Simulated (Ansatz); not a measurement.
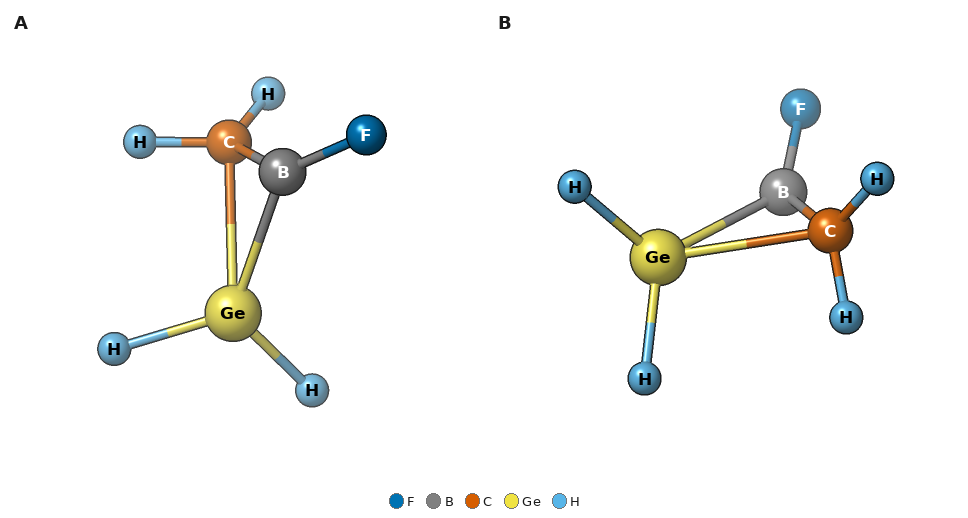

Atoms fade into the background with distance from the viewer. The computed structure is the end point of a PBE0-D4/def2-TZVP optimisation.

### Can A be turned into B by a rotation alone?

Yes. They are the same structure, CH4BFGe (F[B]1[CH2][GeH2]1), seen from two directions: a rotation takes one into the other. The geometry is chiral (C1), so its mirror image would differ.
